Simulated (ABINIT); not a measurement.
# MoS2 (P6_3/mmc): G0W0 in ABINIT against the screening cutoff in the self-energy

How does the gap of MoS2 (P6_3/mmc) converge in the screening cutoff in the self-energy?

Method: PBE and many-body steps on it, plane waves, in ABINIT 10.8.3.

The database entry behind the starting cell differs from later determinations by our own check (about 0.3 % long), so it need not match the best structure at ambient conditions.

### 1. The structure

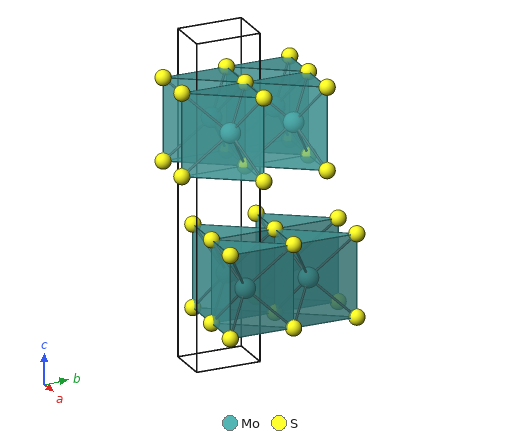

The starting structure, seen slightly off an axis (molybdenum teal, sulfur yellow). 2×2×1 cells are drawn. Some periodic images of atoms are drawn too.

The cell and positions come from the Crystallography Open Database and are kept as given unless a step says otherwise.

### 2. Screening, 6×6×1 mesh, 345 bands, screening to 217.7 eV

This step: ABINIT 10.8.3; RPA screening on PBE, plane waves, norm-conserving pseudopotentials.

The RPA dielectric matrix is built and inverted for each q.

File run.abi:

```
acell 3*1.0 Angstrom
rprim 
  3.169000000004 -0.000000000001 0.000000000000
  -1.584500000001 2.744434504597 0.000000000000
  0.000000000000 0.000000000000 12.324000000000
ntypat 2
znucl 42 16
natom 6
typat 1 1 2 2 2 2
xred 
  0.333333333333 0.666666666667 0.250000000000
  0.666666666667 0.333333333333 0.750000000000
  0.333333333333 0.666666666667 0.623000000000
  0.666666666667 0.333333333333 0.123000000000
  0.333333333333 0.666666666667 0.877000000000
  0.666666666667 0.333333333333 0.377000000000
pp_dirpath "pseudos"
pseudos "Mo.upf, S.upf"
ecut 36
ngkpt 6 6 1
nshiftk 1
shiftk 0 0 0
kptopt 1
chksymbreak 0
istwfk *1
occopt 1
irdwfk 1
optdriver 3
nband 345
ecuteps 8
inclvkb 2
awtr 1
symchi 1
indata_prefix "in"
outdata_prefix "out"
tmpdata_prefix "tmp"
```

Run with:

```
OMP_NUM_THREADS=1 mpirun -n 8 abinit run.abi > log
```

The log of the run:

```text
.Version 10.8.3 of ABINIT. v10.8.2 released Aug 2026.

 Symmetries : space group P6_3/m m c (#194); Bravais hP (primitive hexag.)
[... echo of the input left out ...]
== DATASET  1 ==================================================================
-   mpi_nproc: 8, omp_nthreads: 1 (-1 if OMP is not activated)

--- !DatasetInfo
iteration_state: {dtset: 1, }
dimensions: {natom: 6, nkpt: 7, mband: 345, nsppol: 1, nspinor: 1, nspden: 1, mpw: 7481, }
cutoff_energies: {ecut:  36.0, pawecutdg:  -1.0, }
electrons: {nelect:   5.20000000E+01, charge:   0.00000000E+00, occopt:   1.00000000E+00, tsmear:   1.00000000E-02, }

 SCREENING: Calculation of the susceptibility and dielectric matrices

 Based on a program developped by R.W. Godby, V. Olevano, G. Onida, and L. Reining.
 Incorporated in ABINIT by V. Olevano, G.-M. Rignanese, and M. Torrent.
.Using double precision arithmetic ; gwpc =  8

[... cell and pseudopotentials left out ...]
--------------------------------------------------------------------------------

 ==== K-mesh for the wavefunctions ====
 Number of points in the irreducible wedge :     7
[... list of points left out ...]
 Together with 24 symmetry operations and time-reversal symmetry
 yields    36 points in the full Brillouin Zone.

 ==== Q-mesh for the screening function ====
 Number of points in the irreducible wedge :     7
[... list of points left out ...]
 Together with 24 symmetry operations and time-reversal symmetry
 yields    36 points in the full Brillouin Zone.

 setmesh: FFT mesh size selected  =    24x   24x   96
          total number of points  =        55296

 vcoul_init : cutoff-mode = AUXILIARY_FUNCTION
 q-points for optical limit:   1
     1)      0.000010    0.000020    0.000030

- screening: taking advantage of time-reversal symmetry
- Maximum band index for partially occupied states nbvw = 26
- Remaining bands to be divided among processors   nbcw = 319
- Number of bands treated by each node ~39

 Number of electrons calculated from density =   52.0000; Expected =   52.0000
 average of density, n =  0.071892
 r_s =    1.4919
 omega_plasma =   25.8640 [eV]

 calculating chi0 at frequencies [eV] :
  1    0.000000E+00    0.000000E+00
  2    0.000000E+00    2.586399E+01

--------------------------------------------------------------------------------
  q-point number  1        q = ( 0.000000, 0.000000, 0.000000) [r.l.u.]
--------------------------------------------------------------------------------
[... chi0 elements left out ...]
 For q-point:  0.000010 0.000020 0.000030
  dielectric constant =  14.4202
  dielectric constant without local fields =  16.2986

  Average fulfillment of the sum rule on Im[epsilon] for q-point    1 :     87.13  [%]
[... wings left out ...]
  q-point number  2        q = ( 0.166667, 0.000000, 0.000000) [r.l.u.]
--------------------------------------------------------------------------------
[... chi0 elements left out ...]
  Average fulfillment of the sum rule on Im[epsilon] for q-point    2 :     88.28  [%]

 [... 5 further q-points ...]
```

Elapsed: 7.2 min, on 8 MPI ranks of Arm Neoverse V1, shared host; peak memory 4.8 GiB.

This step gave:

```yaml
eps_infinity_with_local_fields_on_this_mesh_along_the_program_s_q_direction: 14.42
the_same_without_local_fields: 16.30
plasma_frequency: 25.86 eV
plane_waves_in_the_screening_matrix: 773
```

Local fields lower ε∞ by 12 %. On a Γ-centred mesh this coarse the value itself is usually too large, while a short band sum pulls it down.

### 3. 0.8 Ha

This step: G0W0 on PBE, plane waves, norm-conserving pseudopotentials.

Changes to run.abi since step 2:

```diff
@@ -27,8 +27,19 @@
 irdwfk 1
-optdriver 3
+optdriver 4
 nband 345
-ecuteps 8
-inclvkb 2
-awtr 1
-symchi 1
+gwcalctyp 0
+ecutsigx 36
+symsigma 1
+nkptgw 3
+kptgw 
+  0.0000000000 0.0000000000 0.0000000000
+  0.1666666667 0.1666666667 0.0000000000
+  0.3333333333 0.3333333333 0.0000000000
+bdgw 
+  25 28
+  25 28
+  25 28
+ecuteps 0.8
+irdscr 1
+ppmodel 1
 indata_prefix "in"
```

The log of the run:

```text
.Version 10.8.3 of ABINIT. v10.8.2 released Aug 2026.

 Symmetries : space group P6_3/m m c (#194); Bravais hP (primitive hexag.)
[... echo of the input left out ...]
== DATASET  1 ==================================================================
-   mpi_nproc: 8, omp_nthreads: 1 (-1 if OMP is not activated)

--- !DatasetInfo
iteration_state: {dtset: 1, }
dimensions: {natom: 6, nkpt: 7, mband: 345, nsppol: 1, nspinor: 1, nspden: 1, mpw: 7481, }
cutoff_energies: {ecut:  36.0, pawecutdg:  -1.0, }
electrons: {nelect:   5.20000000E+01, charge:   0.00000000E+00, occopt:   1.00000000E+00, tsmear:   1.00000000E-02, }

 SIGMA: Calculation of the GW corrections

 Based on a program developped by R.W. Godby, V. Olevano, G. Onida, and L. Reining.
 Incorporated in ABINIT by V. Olevano, G.-M. Rignanese, and M. Torrent.
.Using double precision arithmetic ; gwpc =  8

[... cell and pseudopotentials left out ...]
--------------------------------------------------------------------------------

 ==== K-mesh for the wavefunctions ====
 Number of points in the irreducible wedge :     7
[... list of points left out ...]
 Together with 24 symmetry operations and time-reversal symmetry
 yields    36 points in the full Brillouin Zone.

 ==== Q-mesh for screening function ====
 Number of points in the irreducible wedge :     7
[... list of points left out ...]
 Together with 24 symmetry operations and time-reversal symmetry
 yields    36 points in the full Brillouin Zone.

 vcoul_init : cutoff-mode = AUXILIARY_FUNCTION
 q-points for optical limit:   1
     1)      0.000010    0.000020    0.000030
 setmesh: FFT mesh size selected  =    32x   32x  128
          total number of points  =       131072

 Number of electrons calculated from density =   52.0000; Expected =   52.0000
 average of density, n =  0.071892
 r_s =    1.4919
 omega_plasma =   25.8640 [eV]

 === KS Band Gaps ===
  >>>> For spin  1
   Minimum direct gap =   1.6539 [eV], located at k-point      :   0.3333  0.3333  0.0000
   Fundamental gap    =   0.8888 [eV], Top of valence bands at :   0.0000  0.0000  0.0000
                                       Bottom of conduction at :   0.1667  0.1667  0.0000
 SIGMA fundamental parameters:
 PLASMON POLE MODEL  1
 number of plane-waves for SigmaX                 7437
 number of plane-waves for SigmaC and W             27
 number of plane-waves for wavefunctions          7437
 number of bands                                   345
 number of independent spin polarizations            1
 number of spinorial components                      1
 number of k-points in IBZ                           7
 number of q-points in IBZ                           7
 number of symmetry operations                      24
 number of k-points in BZ                           36
 number of q-points in BZ                           36
 number of frequencies for dSigma/dE                 9
 frequency step for dSigma/dE [eV]                0.25
 number of omega for Sigma on real axis              0
 max omega for Sigma on real axis  [eV]           0.00
 zcut for avoiding poles [eV]                     0.10

 EPSILON^-1 parameters (SCR file):
 dimension of the eps^-1 matrix on file            773
 dimension of the eps^-1 matrix used                27
 number of plane-waves for wavefunctions          7437
 number of bands                                   345
 number of q-points in IBZ                           7
 number of frequencies                               2
 number of real frequencies                          1
 number of imag frequencies                          1

 matrix elements of self-energy operator (all in [eV])

 Perturbative Calculation

--- !SelfEnergy_ee
iteration_state: {dtset: 1, }
kpoint     : [   0.000,    0.000,    0.000, ]
spin       : 1
KS_gap     :    2.100
QP_gap     :    2.630
Delta_QP_KS:    0.531
data: !SigmaeeData |
     Band     E0 <VxcDFT>   SigX SigC(E0)      Z dSigC/dE  Sig(E)    E-E0       E
       25   7.290 -15.411 -16.658   1.760   0.806  -0.240 -14.997   0.414   7.704
       26   8.434 -16.391 -17.086   1.382   0.811  -0.233 -15.834   0.557   8.991
       27  10.534 -15.683 -11.194  -3.154   0.815  -0.227 -14.595   1.088  11.622
       28  10.534 -15.683 -11.194  -3.154   0.815  -0.227 -14.595   1.088  11.622

--- !SelfEnergy_ee
iteration_state: {dtset: 1, }
kpoint     : [   0.167,    0.167,    0.000, ]
spin       : 1
KS_gap     :    2.343
QP_gap     :    2.635
Delta_QP_KS:    0.291
data: !SigmaeeData |
     Band     E0 <VxcDFT>   SigX SigC(E0)      Z dSigC/dE  Sig(E)    E-E0       E
       25   6.952 -16.023 -17.484   2.133   0.807  -0.240 -15.481   0.542   7.493
       26   6.980 -16.154 -17.551   2.109   0.805  -0.242 -15.581   0.573   7.552
[...]
--- !SelfEnergy_ee
iteration_state: {dtset: 1, }
kpoint     : [   0.333,    0.333,    0.000, ]
spin       : 1
KS_gap     :    1.654
QP_gap     :    2.088
Delta_QP_KS:    0.434
data: !SigmaeeData |
     Band     E0 <VxcDFT>   SigX SigC(E0)      Z dSigC/dE  Sig(E)    E-E0       E
[...]
26   7.832 -16.516 -17.090   1.462   0.811  -0.234 -15.796   0.720   8.552
       27   9.486 -17.609 -13.378  -2.803   0.809  -0.236 -16.454   1.154  10.641
       28   9.486 -17.609 -13.378  -2.803   0.809  -0.236 -16.454   1.154  10.641

== END DATASET(S) ==============================================================
================================================================================

 -outvars: echo values of variables after computation  --------
           etotal      0.0000000000E+00
            nband         345
             nkpt           7
          spgroup         194
 [... the other variables as echoed above ...]

 Calculation completed.
```

Run time: 10 s. Hardware: 8 MPI ranks; peak memory 2.8 GiB; 82 s of CPU time.

Numbers from this step:

| Item | Value |
| --- | --- |
| G0W0 gap on the points computed | 1.196 eV |
| starting gap on the mesh | 0.8887 eV |
| k of the valence top | 0, 0, 0 |
| k of the conduction bottom | 0.1667, 0.1667, 0 |
| Z at the valence top | 0.811 |
| Z at the conduction bottom | 0.815 |
| least direct G0W0 gap on the computed points | 2.089 eV |

### 4. 1.6 Ha

Changes to run.abi since step 3:

```diff
@@ -41,3 +41,3 @@
   25 28
-ecuteps 0.8
+ecuteps 1.6
 irdscr 1
```

The log of the run:

```text
.Version 10.8.3 of ABINIT. v10.8.2 released Aug 2026.

 Symmetries : space group P6_3/m m c (#194); Bravais hP (primitive hexag.)
[... echo of the input left out ...]
== DATASET  1 ==================================================================
-   mpi_nproc: 8, omp_nthreads: 1 (-1 if OMP is not activated)

--- !DatasetInfo
iteration_state: {dtset: 1, }
dimensions: {natom: 6, nkpt: 7, mband: 345, nsppol: 1, nspinor: 1, nspden: 1, mpw: 7481, }
cutoff_energies: {ecut:  36.0, pawecutdg:  -1.0, }
electrons: {nelect:   5.20000000E+01, charge:   0.00000000E+00, occopt:   1.00000000E+00, tsmear:   1.00000000E-02, }

 SIGMA: Calculation of the GW corrections

 Based on a program developped by R.W. Godby, V. Olevano, G. Onida, and L. Reining.
 Incorporated in ABINIT by V. Olevano, G.-M. Rignanese, and M. Torrent.
.Using double precision arithmetic ; gwpc =  8

[... cell and pseudopotentials left out ...]
--------------------------------------------------------------------------------

 ==== K-mesh for the wavefunctions ====
 Number of points in the irreducible wedge :     7
[... list of points left out ...]
 Together with 24 symmetry operations and time-reversal symmetry
 yields    36 points in the full Brillouin Zone.

 ==== Q-mesh for screening function ====
 Number of points in the irreducible wedge :     7
[... list of points left out ...]
 Together with 24 symmetry operations and time-reversal symmetry
 yields    36 points in the full Brillouin Zone.

 vcoul_init : cutoff-mode = AUXILIARY_FUNCTION
 q-points for optical limit:   1
     1)      0.000010    0.000020    0.000030
 setmesh: FFT mesh size selected  =    32x   32x  128
          total number of points  =       131072

 Number of electrons calculated from density =   52.0000; Expected =   52.0000
[...]
number of plane-waves for wavefunctions          7437
 number of bands                                   345
 number of q-points in IBZ                           7
 number of frequencies                               2
 number of real frequencies                          1
 number of imag frequencies                          1

 matrix elements of self-energy operator (all in [eV])

 Perturbative Calculation

--- !SelfEnergy_ee
iteration_state: {dtset: 1, }
kpoint     : [   0.000,    0.000,    0.000, ]
spin       : 1
KS_gap     :    2.100
QP_gap     :    2.467
Delta_QP_KS:    0.368
data: !SigmaeeData |
     Band     E0 <VxcDFT>   SigX SigC(E0)      Z dSigC/dE  Sig(E)    E-E0       E
       25   7.290 -15.411 -16.658   1.412   0.786  -0.272 -15.281   0.129   7.419
       26   8.434 -16.391 -17.086   1.045   0.787  -0.271 -16.116   0.276   8.710
       27  10.534 -15.683 -11.194  -3.676   0.791  -0.264 -15.039   0.643  11.177
[...]
--- !SelfEnergy_ee
iteration_state: {dtset: 1, }
kpoint     : [   0.167,    0.167,    0.000, ]
spin       : 1
KS_gap     :    2.343
QP_gap     :    2.622
Delta_QP_KS:    0.278
data: !SigmaeeData |
     Band     E0 <VxcDFT>   SigX SigC(E0)      Z dSigC/dE  Sig(E)    E-E0       E
[...]
--- !SelfEnergy_ee
iteration_state: {dtset: 1, }
kpoint     : [   0.333,    0.333,    0.000, ]
spin       : 1
KS_gap     :    1.654
QP_gap     :    2.081
Delta_QP_KS:    0.427
data: !SigmaeeData |
     Band     E0 <VxcDFT>   SigX SigC(E0)      Z dSigC/dE  Sig(E)    E-E0       E
[...]
27   9.486 -17.609 -13.378  -3.300   0.786  -0.272 -16.878   0.731  10.217
       28   9.486 -17.609 -13.378  -3.300   0.786  -0.272 -16.878   0.731  10.217

== END DATASET(S) ==============================================================
================================================================================

 -outvars: echo values of variables after computation  --------
           etotal      0.0000000000E+00
            nband         345
             nkpt           7
          spgroup         194
 [... the other variables as echoed above ...]

 Calculation completed.
```

Run time: 9.9 s. Hardware: 8 MPI ranks; peak memory 2.2 GiB; 78 s of CPU time.

Numbers from this step:

| Item | Value |
| --- | --- |
| G0W0 gap on the points computed | 1.113 eV |
| starting gap on the mesh | 0.8887 eV |
| k of the valence top | 0, 0, 0 |
| k of the conduction bottom | 0.1667, 0.1667, 0 |
| Z at the valence top | 0.787 |
| Z at the conduction bottom | 0.794 |
| least direct G0W0 gap on the computed points | 2.081 eV |

### 5. 2.8 Ha

The self-energy is evaluated for the states that the input lists, and the levels follow from it, in one-shot runs by the linearised quasiparticle equation.

Changes to run.abi since step 4:

```diff
@@ -41,3 +41,3 @@
   25 28
-ecuteps 1.6
+ecuteps 2.8
 irdscr 1
```

The log of the run:

```text
.Version 10.8.3 of ABINIT. v10.8.2 released Aug 2026.

 Symmetries : space group P6_3/m m c (#194); Bravais hP (primitive hexag.)
[... echo of the input left out ...]
== DATASET  1 ==================================================================
-   mpi_nproc: 8, omp_nthreads: 1 (-1 if OMP is not activated)

--- !DatasetInfo
iteration_state: {dtset: 1, }
dimensions: {natom: 6, nkpt: 7, mband: 345, nsppol: 1, nspinor: 1, nspden: 1, mpw: 7481, }
cutoff_energies: {ecut:  36.0, pawecutdg:  -1.0, }
[...]
Band     E0 <VxcDFT>   SigX SigC(E0)      Z dSigC/dE  Sig(E)    E-E0       E
[...]
27   9.486 -17.609 -13.378  -3.549   0.779  -0.284 -17.078   0.530  10.017
       28   9.486 -17.609 -13.378  -3.549   0.779  -0.284 -17.078   0.530  10.017

== END DATASET(S) ==============================================================
================================================================================

 -outvars: echo values of variables after computation  --------
           etotal      0.0000000000E+00
            nband         345
             nkpt           7
          spgroup         194
 [... the other variables as echoed above ...]

 Calculation completed.
```

Run time: 17 s. Hardware: 8 MPI ranks; peak memory 2.5 GiB; 2.3 min of CPU time.

Numbers from this step:

```yaml
g0w0_gap_on_the_points_computed: 1.148 eV
starting_gap_on_the_mesh: 0.8887 eV
k_of_the_valence_top: 0, 0, 0
k_of_the_conduction_bottom: 0.1667, 0.1667, 0
least_direct_g0w0_gap_on_the_computed_points: 2.103 eV
```

The gap on the mesh goes from 0.89 eV to 1.15 eV, a correction of +0.26 eV.

[end of part 1 of 2]

[Paths, hosts, dates, memory and timing lines, banners, echoed tables and standing remarks are left out of the program output.]

[Logs are printed without paths, hosts, clocks, repeated set-up lines and the standing remarks that a program may print on its own settings, such as how far it seeks lower states.]

[Runs of the session that timed out or met a known fault of the program may be left out.]

[Hosts, paths, dates, database ids (printed as entryN), source tags and the programs' standing remarks are cut or masked in the printed files.]

[G0W0 gaps are taken among the corrected bands and points alone; a level outside them can change the order at an edge.]

[Where Ansatz stands beside ABINIT at settings called matched, ABINIT's density can come from a denser mesh and the files from another edition; pairs whose starting gaps differed by over 0.03 eV were left out, so agreement reads better than it is.]
